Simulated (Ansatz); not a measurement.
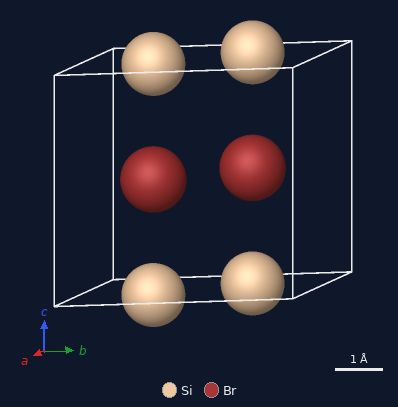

This spheres-only model is shown slightly off an axis. The simulation cell is outlined; an atom on or near a face, edge or corner is repeated at each equivalent position.

The run was set up as follows:
```yaml
crystal:
  lattice:
    - [5.3029641062, 0.0, 0.0]
    - [-2.6514820531, 4.5925016314, 0.0]
    - [0.0, 0.0, 4.9650359492]
  atoms:
    - { symbol: Si, position: [0.3333333333, 0.6666666667, 0.0] }
    - { symbol: Si, position: [0.6666666667, 0.3333333333, 0.0] }
    - { symbol: Br, position: [0.3333333333, 0.6666666667, 0.5] }
    - { symbol: Br, position: [0.6666666667, 0.3333333333, 0.5] }
basis:
  ecutwfc: 420
kpoints:
  mp_grid: { grid: [12, 12, 10] }
  band_path:
    path:
      - [[0.0, 0.0, 0.0], [0.5, 0.0, 0.0], [0.33333333, 0.33333333, 0.0], [0.0, 0.0, 0.0], [0.0, 0.0, 0.5], [0.5, 0.0, 0.5], [0.33333333, 0.33333333, 0.5], [0.0, 0.0, 0.5]]
      - [[0.5, 0.0, 0.5], [0.5, 0.0, 0.0]]
      - [[0.33333333, 0.33333333, 0.5], [0.33333333, 0.33333333, 0.0]]
    npoints: 14
hamiltonian:
  xc: pbe
scf:
  occupations: { method: gaussian, width: 0.1 }
  n_extra_bands: 10
output:
  forces: true
  stress: true
  eigenvalues: true
  populations: true
  dos: { projected: true, de: 0.02, nscf_kmesh: { grid: [15, 15, 12] } }
  bader: true
  write_density: true
  write_potential: true
  elf: true
  volumetric_format: npy
```
Run as:
```sh
ansatz run input.yaml --threads 1 --pin off --max-ram 2560MiB --backend cpu --events-out ev --progress --plain --runs-dir out
```

Setup: DFT PBE, scalar-relativistic, plane waves, PAW (Ansatz); a cutoff energy of 420 eV, k-grid 12×12×10, Gaussian smearing of 0.1 eV, no spin polarisation.

What net charge does each kind of atom have (Bader)?

Answer. Si +0.53 e; Br -0.53 e.

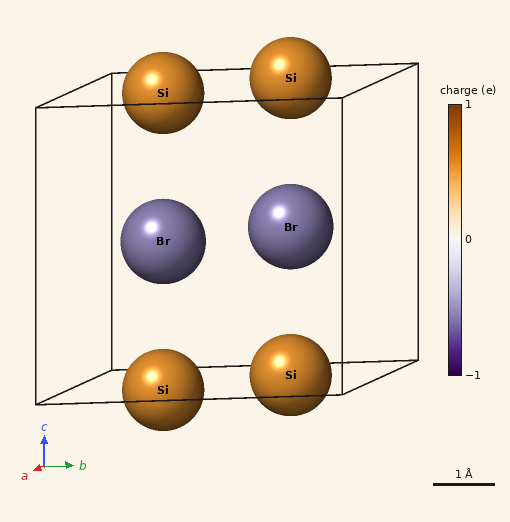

The atoms coloured by those charges.

Its origin is a random cell made by a generator, so it need not be a real form of the compound. Earlier steps of the study, as a rule a relaxation of our own, may have changed the cell and positions, so they can lie some per cent off the listed ones. An electronic-structure calculation with Ansatz was run on it.
